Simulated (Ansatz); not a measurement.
# Cl2H5NOSi (built from SMILES N[SiH](Cl)Cl.O): search for a transition state, part 2 of 2

Ansatz 0.2.0, Gaussian basis; PBE0-D4. Earlier steps stand in the parts before.

## Step 8: Relaxing after a step of 0.30 Å the other way along the mode

downb/in.yaml reads:

```yaml
crystal:
  periodic: [false, false, false]
  atoms:
    - {symbol: Si, position_ang: [-0.541033, -0.484258, -0.254393]}
    - {symbol: N, position_ang: [1.180003, -0.015338, -0.159913]}
    - {symbol: Cl, position_ang: [-0.405729, -1.971813, -1.718719]}
    - {symbol: Cl, position_ang: [-1.215720, -1.570856, 1.354074]}
    - {symbol: H, position_ang: [-1.538207, 0.371283, -0.960448]}
    - {symbol: H, position_ang: [0.437469, 1.121893, 0.679001]}
    - {symbol: O, position_ang: [-0.373309, 1.173433, 1.031103]}
    - {symbol: H, position_ang: [1.735887, -0.693630, 0.347020]}
    - {symbol: H, position_ang: [1.611960, 0.131673, -1.059833]}
    - {symbol: H, position_ang: [-0.891322, 1.937614, 0.742008]}
basis:
  gaussian: {orbitals: def2-TZVP}
hamiltonian: {xc: pbe0, dispersion: d4}
relax: {f_tol: 0.005, max_steps: 200}
```

The run is started by

```
> ansatz run in.yaml --threads 8 --pin off --events-out ev --progress --plain --max-ram 19148MiB
```

Standard output:

```text
Functional definition: PBE0
  name "PBE0"
  cite "Adamo & Barone, J. Chem. Phys. 110, 6158 (1999) doi:10.1063/1.478522"
  cite "Perdew, Burke & Ernzerhof, Phys. Rev. Lett. 77, 3865 (1996) doi:10.1103/PhysRevLett.77.3865"
  parent pbe
  parameter a = 0.25
  parameter kappa = 0.804
  parameter beta = 0.06672455060314922
  exchange = (1 - a)*pbe_x(kappa = kappa, mu = beta*pi^2/3) + a*exact_x
  correlation = pbe_c(beta = beta)
1330 factors; their error is unknown
mean field evaluation 1: about -36522.9809 eV, gradient 7.1e1 eV
mean field evaluation 2: about -36514.1409 eV, gradient 9.5e1 eV
mean field evaluation 4: about -36531.4468 eV, gradient 3.3e0 eV
mean field evaluation 8: about -36531.4695 eV, gradient 3.6e-2 eV
mean field evaluation 16: about -36531.5787 eV, gradient 1.1e-4 eV
mean field -36531.57874289 eV, -1342.5107568076 hartree, gradient 3.1e-5 eV, S^2 0.000000; 0 other end points of the search recorded, 0 dependent functions left out
the calculation of the forces begins
reference -36531.57877253 eV, -1342.5107578971 hartree; 34, 34 occupied and 169, 169 virtual orbitals, 1330 factors
relax step   1: F+E_penalty+E_count = -36531.81433908 eV  Δ(F+E_penalty+E_count) = +0.000e0 eV  max|allowed force component| = 7.165e0 eV/Å  Δτ_max = 0.0000 Å  (28 SCF iters, accepted)
these checks for a lower state are left out or cut short: starts, cluster_reference, orbital_swaps, neighbouring_geometries, increment
1330 factors; their error is unknown
mean field -36532.09117627 eV, -1342.5295883871 hartree, gradient 2.1e-5 eV, S^2 0.000000; 0 other end points of the search recorded, 0 dependent functions left out
the calculation of the forces begins
reference -36532.09120594 eV, -1342.5295894776 hartree; 34, 34 occupied and 169, 169 virtual orbitals, 1330 factors
relax step   2: F+E_penalty+E_count = -36532.32470455 eV  Δ(F+E_penalty+E_count) = -5.104e-1 eV  max|allowed force component| = 8.825e-1 eV/Å  Δτ_max = 0.1135 Å  (30 SCF iters, accepted)
these checks for a lower state are left out or cut short: starts, cluster_reference, orbital_swaps, neighbouring_geometries, increment
1330 factors; their error is unknown
mean field evaluation 32: about -36532.1824 eV, gradient 1.8e-5 eV
mean field -36532.18241217 eV, -1342.5329412446 hartree, gradient 1.8e-5 eV, S^2 0.000000; 0 other end points of the search recorded, 0 dependent functions left out
the calculation of the forces begins
reference -36532.18244223 eV, -1342.5329423492 hartree; 34, 34 occupied and 169, 169 virtual orbitals, 1330 factors
relax step   3: F+E_penalty+E_count = -36532.41434259 eV  Δ(F+E_penalty+E_count) = -8.964e-2 eV  max|allowed force component| = 1.012e0 eV/Å  Δτ_max = 0.1386 Å  (30 SCF iters, accepted)
[... from here on, the SCF cycles and remarks between the steps are left out ...]
relax step   4: F+E_penalty+E_count = -36532.50032030 eV  Δ(F+E_penalty+E_count) = -8.598e-2 eV  max|allowed force component| = 1.223e0 eV/Å  Δτ_max = 0.1052 Å  (30 SCF iters, accepted)
relax step   5: F+E_penalty+E_count = -36532.67439604 eV  Δ(F+E_penalty+E_count) = -1.741e-1 eV  max|allowed force component| = 5.471e-1 eV/Å  Δτ_max = 0.2000 Å  (36 SCF iters, accepted)
relax step   6: F+E_penalty+E_count = -36532.73682635 eV  Δ(F+E_penalty+E_count) = -6.243e-2 eV  max|allowed force component| = 4.211e-1 eV/Å  Δτ_max = 0.1958 Å  (29 SCF iters, accepted)
relax step   7: F+E_penalty+E_count = -36532.75505382 eV  Δ(F+E_penalty+E_count) = -1.823e-2 eV  max|allowed force component| = 4.737e-1 eV/Å  Δτ_max = 0.1275 Å  (30 SCF iters, accepted)
relax step   8: F+E_penalty+E_count = -36532.74462309 eV  Δ(F+E_penalty+E_count) = +1.043e-2 eV  max|allowed force component| = 9.817e-1 eV/Å  Δτ_max = 0.1938 Å  (30 SCF iters, rejected (line search))
relax step   9: F+E_penalty+E_count = -36532.77545313 eV  Δ(F+E_penalty+E_count) = -2.040e-2 eV  max|allowed force component| = 9.857e-2 eV/Å  Δτ_max = 0.0967 Å  (30 SCF iters, accepted)
relax step  10: F+E_penalty+E_count = -36532.78287498 eV  Δ(F+E_penalty+E_count) = -7.422e-3 eV  max|allowed force component| = 1.046e-1 eV/Å  Δτ_max = 0.1000 Å  (30 SCF iters, accepted)
relax step  11: F+E_penalty+E_count = -36532.78395512 eV  Δ(F+E_penalty+E_count) = -1.080e-3 eV  max|allowed force component| = 7.060e-1 eV/Å  Δτ_max = 0.1442 Å  (30 SCF iters, accepted)
relax step  12: F+E_penalty+E_count = -36532.79129784 eV  Δ(F+E_penalty+E_count) = -7.343e-3 eV  max|allowed force component| = 1.917e-1 eV/Å  Δτ_max = 0.1323 Å  (30 SCF iters, accepted)
relax step  13: F+E_penalty+E_count = -36532.79451877 eV  Δ(F+E_penalty+E_count) = -3.221e-3 eV  max|allowed force component| = 1.712e-1 eV/Å  Δτ_max = 0.1308 Å  (30 SCF iters, accepted)
relax step  14: F+E_penalty+E_count = -36532.77355044 eV  Δ(F+E_penalty+E_count) = +2.097e-2 eV  max|allowed force component| = 7.557e-1 eV/Å  Δτ_max = 0.0788 Å  (30 SCF iters, rejected (line search))
relax step  15: F+E_penalty+E_count = -36532.79690290 eV  Δ(F+E_penalty+E_count) = -2.384e-3 eV  max|allowed force component| = 6.560e-2 eV/Å  Δτ_max = 0.0385 Å  (31 SCF iters, accepted)
relax step  16: F+E_penalty+E_count = -36532.79759437 eV  Δ(F+E_penalty+E_count) = -6.915e-4 eV  max|allowed force component| = 3.728e-2 eV/Å  Δτ_max = 0.0313 Å  (30 SCF iters, accepted)
relax step  17: F+E_penalty+E_count = -36532.79836328 eV  Δ(F+E_penalty+E_count) = -7.689e-4 eV  max|allowed force component| = 7.842e-2 eV/Å  Δτ_max = 0.0684 Å  (30 SCF iters, accepted)
relax step  18: F+E_penalty+E_count = -36532.79888989 eV  Δ(F+E_penalty+E_count) = -5.266e-4 eV  max|allowed force component| = 1.457e-1 eV/Å  Δτ_max = 0.0569 Å  (30 SCF iters, accepted)
relax step  19: F+E_penalty+E_count = -36532.79943845 eV  Δ(F+E_penalty+E_count) = -5.486e-4 eV  max|allowed force component| = 1.889e-1 eV/Å  Δτ_max = 0.0412 Å  (30 SCF iters, accepted)
relax step  20: F+E_penalty+E_count = -36532.79990827 eV  Δ(F+E_penalty+E_count) = -4.698e-4 eV  max|allowed force component| = 2.298e-1 eV/Å  Δτ_max = 0.0482 Å  (30 SCF iters, accepted)
relax step  21: F+E_penalty+E_count = -36532.79978103 eV  Δ(F+E_penalty+E_count) = +1.272e-4 eV  max|allowed force component| = 3.243e-1 eV/Å  Δτ_max = 0.0588 Å  (30 SCF iters, rejected (line search))
relax step  22: F+E_penalty+E_count = -36532.80110840 eV  Δ(F+E_penalty+E_count) = -1.200e-3 eV  max|allowed force component| = 1.029e-1 eV/Å  Δτ_max = 0.0294 Å  (31 SCF iters, accepted)
relax step  23: F+E_penalty+E_count = -36532.80153285 eV  Δ(F+E_penalty+E_count) = -4.245e-4 eV  max|allowed force component| = 2.740e-1 eV/Å  Δτ_max = 0.0659 Å  (30 SCF iters, accepted)
relax step  24: F+E_penalty+E_count = -36532.80435014 eV  Δ(F+E_penalty+E_count) = -2.817e-3 eV  max|allowed force component| = 1.740e-1 eV/Å  Δτ_max = 0.1500 Å  (29 SCF iters, accepted)
relax step  25: F+E_penalty+E_count = -36532.79781450 eV  Δ(F+E_penalty+E_count) = +6.536e-3 eV  max|allowed force component| = 5.286e-1 eV/Å  Δτ_max = 0.1056 Å  (28 SCF iters, rejected (line search))
relax step  26: F+E_penalty+E_count = -36532.80716065 eV  Δ(F+E_penalty+E_count) = -2.811e-3 eV  max|allowed force component| = 1.865e-1 eV/Å  Δτ_max = 0.0525 Å  (30 SCF iters, accepted)
relax step  27: F+E_penalty+E_count = -36532.81075336 eV  Δ(F+E_penalty+E_count) = -3.593e-3 eV  max|allowed force component| = 6.591e-2 eV/Å  Δτ_max = 0.0962 Å  (30 SCF iters, accepted)
relax step  28: F+E_penalty+E_count = -36532.81305518 eV  Δ(F+E_penalty+E_count) = -2.302e-3 eV  max|allowed force component| = 3.456e-1 eV/Å  Δτ_max = 0.1119 Å  (30 SCF iters, accepted)
relax step  29: F+E_penalty+E_count = -36532.80458245 eV  Δ(F+E_penalty+E_count) = +8.473e-3 eV  max|allowed force component| = 1.049e0 eV/Å  Δτ_max = 0.1057 Å  (30 SCF iters, rejected (line search))
relax step  30: F+E_penalty+E_count = -36532.81620135 eV  Δ(F+E_penalty+E_count) = -3.146e-3 eV  max|allowed force component| = 7.458e-2 eV/Å  Δτ_max = 0.0528 Å  (30 SCF iters, accepted)
relax step  31: F+E_penalty+E_count = -36532.81662142 eV  Δ(F+E_penalty+E_count) = -4.201e-4 eV  max|allowed force component| = 8.974e-2 eV/Å  Δτ_max = 0.0419 Å  (30 SCF iters, accepted)
relax step  32: F+E_penalty+E_count = -36532.82264654 eV  Δ(F+E_penalty+E_count) = -6.025e-3 eV  max|allowed force component| = 8.726e-2 eV/Å  Δτ_max = 0.1499 Å  (29 SCF iters, accepted)
relax step  33: F+E_penalty+E_count = -36532.59632936 eV  Δ(F+E_penalty+E_count) = +2.263e-1 eV  max|allowed force component| = 2.976e0 eV/Å  Δτ_max = 0.1951 Å  (36 SCF iters, rejected (line search))
relax step  34: F+E_penalty+E_count = -36532.82358170 eV  Δ(F+E_penalty+E_count) = -9.352e-4 eV  max|allowed force component| = 2.505e-2 eV/Å  Δτ_max = 0.0189 Å  (31 SCF iters, accepted)
relax step  35: F+E_penalty+E_count = -36532.82502160 eV  Δ(F+E_penalty+E_count) = -1.440e-3 eV  max|allowed force component| = 7.312e-2 eV/Å  Δτ_max = 0.0493 Å  (30 SCF iters, accepted)
relax step  36: F+E_penalty+E_count = -36532.80533021 eV  Δ(F+E_penalty+E_count) = +1.969e-2 eV  max|allowed force component| = 1.044e0 eV/Å  Δτ_max = 0.1465 Å  (29 SCF iters, rejected (line search))
relax step  37: F+E_penalty+E_count = -36532.82770014 eV  Δ(F+E_penalty+E_count) = -2.679e-3 eV  max|allowed force component| = 5.349e-2 eV/Å  Δτ_max = 0.0732 Å  (30 SCF iters, accepted)
relax step  38: F+E_penalty+E_count = -36532.82888522 eV  Δ(F+E_penalty+E_count) = -1.185e-3 eV  max|allowed force component| = 2.802e-2 eV/Å  Δτ_max = 0.0387 Å  (30 SCF iters, accepted)
relax step  39: F+E_penalty+E_count = -36532.82204669 eV  Δ(F+E_penalty+E_count) = +6.839e-3 eV  max|allowed force component| = 6.821e-1 eV/Å  Δτ_max = 0.1097 Å  (29 SCF iters, rejected (line search))
relax step  40: F+E_penalty+E_count = -36532.83052592 eV  Δ(F+E_penalty+E_count) = -1.641e-3 eV  max|allowed force component| = 3.178e-2 eV/Å  Δτ_max = 0.0548 Å  (30 SCF iters, accepted)
relax step  41: F+E_penalty+E_count = -36532.83128999 eV  Δ(F+E_penalty+E_count) = -7.641e-4 eV  max|allowed force component| = 1.496e-1 eV/Å  Δτ_max = 0.0548 Å  (30 SCF iters, accepted)
relax step  42: F+E_penalty+E_count = -36532.83215254 eV  Δ(F+E_penalty+E_count) = -8.625e-4 eV  max|allowed force component| = 1.553e-1 eV/Å  Δτ_max = 0.0478 Å  (30 SCF iters, accepted)
relax step  43: F+E_penalty+E_count = -36532.83247417 eV  Δ(F+E_penalty+E_count) = -3.216e-4 eV  max|allowed force component| = 1.348e-1 eV/Å  Δτ_max = 0.0121 Å  (31 SCF iters, accepted)
relax step  44: F+E_penalty+E_count = -36532.83390803 eV  Δ(F+E_penalty+E_count) = -1.434e-3 eV  max|allowed force component| = 2.041e-1 eV/Å  Δτ_max = 0.1686 Å  (28 SCF iters, accepted)
relax step  45: F+E_penalty+E_count = -36532.83506234 eV  Δ(F+E_penalty+E_count) = -1.154e-3 eV  max|allowed force component| = 9.741e-2 eV/Å  Δτ_max = 0.0211 Å  (31 SCF iters, accepted)
relax step  46: F+E_penalty+E_count = -36532.83540777 eV  Δ(F+E_penalty+E_count) = -3.454e-4 eV  max|allowed force component| = 6.994e-2 eV/Å  Δτ_max = 0.0407 Å  (30 SCF iters, accepted)
relax step  47: F+E_penalty+E_count = -36532.83585824 eV  Δ(F+E_penalty+E_count) = -4.505e-4 eV  max|allowed force component| = 1.487e-2 eV/Å  Δτ_max = 0.0260 Å  (31 SCF iters, accepted)
relax step  48: F+E_penalty+E_count = -36532.83583599 eV  Δ(F+E_penalty+E_count) = +2.224e-5 eV  max|allowed force component| = 4.948e-2 eV/Å  Δτ_max = 0.0109 Å  (32 SCF iters, rejected (line search))
relax step  49: F+E_penalty+E_count = -36532.83590827 eV  Δ(F+E_penalty+E_count) = -5.003e-5 eV  max|allowed force component| = 5.970e-3 eV/Å  Δτ_max = 0.0054 Å  (32 SCF iters, accepted)
relax step  50: F+E_penalty+E_count = -36532.83603466 eV  Δ(F+E_penalty+E_count) = -1.264e-4 eV  max|allowed force component| = 1.646e-2 eV/Å  Δτ_max = 0.0357 Å  (30 SCF iters, accepted)
relax step  51: F+E_penalty+E_count = -36532.83605338 eV  Δ(F+E_penalty+E_count) = -1.873e-5 eV  max|allowed force component| = 1.583e-2 eV/Å  Δτ_max = 0.0147 Å  (31 SCF iters, accepted)
relax step  52: F+E_penalty+E_count = -36532.83607484 eV  Δ(F+E_penalty+E_count) = -2.146e-5 eV  max|allowed force component| = 9.981e-3 eV/Å  Δτ_max = 0.0084 Å  (32 SCF iters, accepted)
these checks for a lower state are left out or cut short: starts, cluster_reference, orbital_swaps, neighbouring_geometries, increment
1330 factors; their error is unknown
mean field evaluation 384: about -36532.6207 eV, gradient 1.4e-5 eV
mean field -36532.62072226 eV, -1342.5490488434 hartree, gradient 1.4e-5 eV, S^2 0.000000; 0 other end points of the search recorded, 0 dependent functions left out
the calculation of the forces begins
reference -36532.62075380 eV, -1342.5490500024 hartree; 34, 34 occupied and 169, 169 virtual orbitals, 1330 factors
relax step  53: F+E_penalty+E_count = -36532.83608383 eV  Δ(F+E_penalty+E_count) = -8.986e-6 eV  max|allowed force component| = 3.690e-3 eV/Å  Δτ_max = 0.0030 Å  (32 SCF iters, accepted)
1330 factors; their error is unknown
mean field -36532.62072226 eV, -1342.5490488434 hartree, gradient 1.4e-5 eV, S^2 0.000000; 1 other end points of the search recorded, 0 dependent functions left out
the calculation of the forces begins
reference -36532.62075380 eV, -1342.5490500024 hartree; 34, 34 occupied and 169, 169 virtual orbitals, 1330 factors
Total energy: -36532.83611537 eV, -1342.5569643941 hartree
Atom 0 at    -0.477510    -0.917877    -0.635890 Å, force     0.000856     0.000018     0.000567 eV/Å
Atom 1 at     1.024750    -0.183552    -0.285648 Å, force    -0.001774    -0.001345    -0.001817 eV/Å
Atom 2 at    -0.338891    -2.638684    -1.739562 Å, force     0.000420     0.001393     0.000521 eV/Å
Atom 3 at    -1.323539    -1.412857     1.154596 Å, force     0.000049    -0.000549     0.001529 eV/Å
Atom 4 at    -1.324889     0.025035    -1.378878 Å, force     0.000644     0.000492    -0.001134 eV/Å
Atom 5 at     0.278746     1.461656     0.764847 Å, force    -0.003690     0.002815     0.001506 eV/Å
Atom 6 at    -0.257307     2.208320     1.066838 Å, force     0.003441    -0.002018    -0.001953 eV/Å
Atom 7 at     1.681373    -0.682259     0.298034 Å, force    -0.000089     0.000450    -0.000858 eV/Å
Atom 8 at     1.507252     0.277431    -1.044928 Å, force     0.000527    -0.000513     0.001138 eV/Å
Atom 9 at    -0.769986     1.862789     1.800491 Å, force    -0.000385    -0.000743     0.000501 eV/Å
Dipole moment:     0.369326    -0.266629    -0.056388 e Å
```

It took 2.4 min on 8 threads of Oxide Virtual Turin-like, shared host.

The steps of the relaxation: (not every step is listed) (the energy doesn't fall at every step)

| step | energy from step 1 (eV) | largest force component (eV/Å) |
| --- | --- | --- |
| 1 | 0.0000 | 7.1648 |
| 2 | -0.5104 | 0.8825 |
| 3 | -0.6000 | 1.0119 |
| 4 | -0.6860 | 1.2227 |
| 5 | -0.8601 | 0.5471 |
| 6 | -0.9225 | 0.4211 |
| 7 | -0.9407 | 0.4737 |
| 8 | -0.9303 | 0.9817 |
| 9 | -0.9611 | 0.0986 |
| 12 | -0.9770 | 0.1917 |
| 15 | -0.9826 | 0.0656 |
| 18 | -0.9846 | 0.1457 |
| 21 | -0.9854 | 0.3243 |
| 24 | -0.9900 | 0.1740 |
| 27 | -0.9964 | 0.0659 |
| 30 | -1.0019 | 0.0746 |
| 33 | -0.7820 | 2.9763 |
| 36 | -0.9910 | 1.0437 |
| 39 | -1.0077 | 0.6821 |
| 42 | -1.0178 | 0.1553 |
| 45 | -1.0207 | 0.0974 |
| 48 | -1.0215 | 0.0495 |
| 49 | -1.0216 | 0.0060 |
| 50 | -1.0217 | 0.0165 |
| 51 | -1.0217 | 0.0158 |
| 52 | -1.0217 | 0.0100 |
| 53 | -1.0217 | 0.0037 |

Distances of close pairs at the start and the end, largest changes first:

| bond | before (Å) | after (Å) | change (Å) |
| --- | --- | --- | --- |
| H6–O7 | 0.885 | 0.968 | +0.082 |
| Si1–N2 | 1.786 | 1.708 | -0.078 |
| Si1–Cl3 | 2.092 | 2.049 | -0.043 |
| Si1–H5 | 1.492 | 1.469 | -0.022 |
| Si1–Cl4 | 2.055 | 2.041 | -0.014 |
| O7–H10 | 0.967 | 0.959 | -0.008 |
| N2–H8 | 1.013 | 1.010 | -0.003 |
| N2–H9 | 1.009 | 1.011 | +0.002 |

## Step 9: The three structures

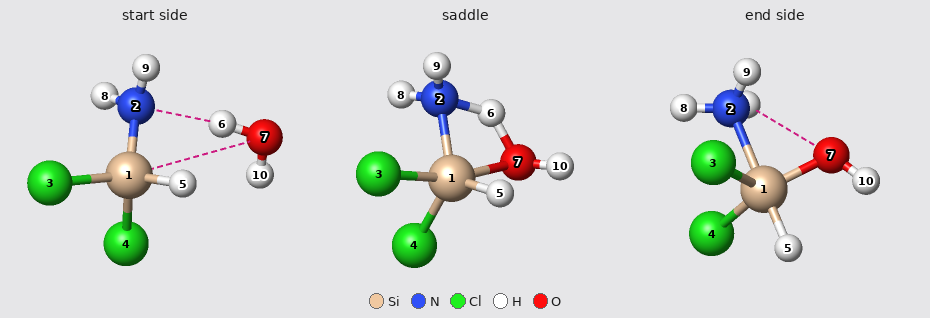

The minimum on the start side, the saddle and the minimum on the end side; broken lines join the pairs that change, where they aren't drawn as bonds.

| pair | start side (Å) | saddle (Å) | end side (Å) |
| --- | --- | --- | --- |
| Si1–O7 | 3.567 | 1.952 | 1.663 |
| N2–H6 | 2.090 | 1.282 | 1.015 |
| Si1–N2 | 1.708 | 1.842 | 2.040 |
| H6–O7 | 0.968 | 1.211 | 2.541 |

## Step 10: Results

This closing draws on all 2 parts.

| quantity | value |
| --- | --- |
| imaginary mode | 1170i cm⁻¹ |
| barrier from the start side | 81.0 kJ/mol |
| barrier from the end side | 131.1 kJ/mol |
| energy of the step | -50.1 kJ/mol |
| pairs that change | Si1–O7 formed, N2–H6 formed, Si1–N2 loosened, H6–O7 broken |
| zero-point energy at the saddle | 1.666 eV |

**Reading.** The point has a single imaginary mode (1170i cm⁻¹), as a transition state must. Going downhill both ways gives the intended start and end. A bond meant to break is only loosened at the end: the products stay bound as an adduct. At PBE0-D4/def2-TZVP the electronic barrier is 81.0 kJ/mol, about 33 kT at 298 K, and the step runs 50.1 kJ/mol downhill. The barrier is thin enough for tunnelling; the leading (Wigner) term alone is a factor of 2.3 at 298 K. A step off the saddle overshot and began above it in energy, so the link to its end is likely but not proven. Lower complexes than these ends may exist.
